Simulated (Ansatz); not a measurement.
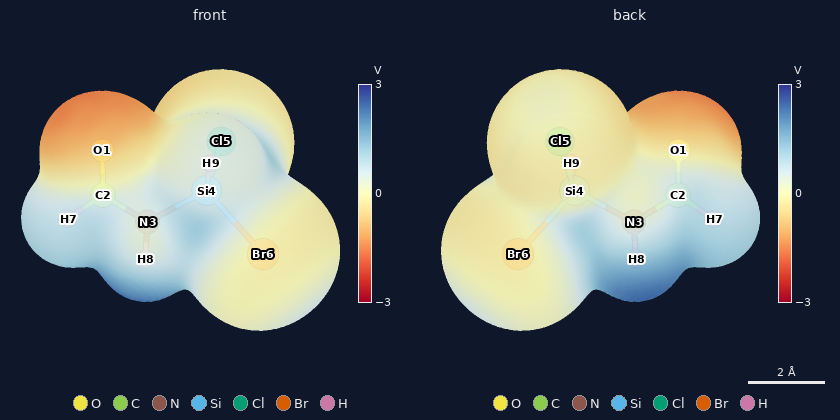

Figure. CH3BrClNOSi (SMILES O=CN[SiH](Cl)Br). The electrostatic potential painted on the density surface at 0.002 e/bohr³, seen from the front and from behind; red is negative and blue positive.

Theory: RKS PBE/def2-SVP (Ansatz).

Input

```
crystal:
  periodic: [false, false, false]
  atoms:
    - { symbol: O, position_ang: [-1.5954, -1.4091, -0.3652] }
    - { symbol: C, position_ang: [-1.0115, -1.0506, 0.6159] }
    - { symbol: "N", position_ang: [0.0117, -0.1863, 0.6626] }
    - { symbol: Si, position_ang: [0.6975, 0.6324, -0.7453] }
    - { symbol: Cl, position_ang: [0.61427, -0.52971, -2.33867] }
    - { symbol: Br, position_ang: [2.84361, 1.04631, -0.21325] }
    - { symbol: H, position_ang: [-1.222, -1.4591, 1.6154] }
    - { symbol: H, position_ang: [0.5558, 0.0422, 1.5339] }
    - { symbol: H, position_ang: [-0.02304, 1.85816, -0.9885] }
basis:
  gaussian: { orbitals: def2-SVP }
hamiltonian:
  xc: pbe
relax:
  f_tol: 0.015
  max_steps: 40
output:
  orbitals: {}
```

Run with:

```sh
ansatz run input.yaml --threads 2 --pin off --max-ram 3072MiB --backend cpu --events-out ev --progress --plain --runs-dir out
```

The fields are those of the run's last geometry, not of the input's.

Where is the surface potential most negative and most positive?

The most negative region (about −1.5 V, or −35 kcal/mol for a unit charge) lies over O1, the most positive (about +2.4 V, or +55 kcal/mol for a unit charge) over H8. Br6 shows a σ-hole: about +0.6 V, or +14 kcal/mol for a unit charge at the tip opposite its bond, against about 0.0 V on its flanks. O1 is the likeliest acceptor of a hydrogen bond.
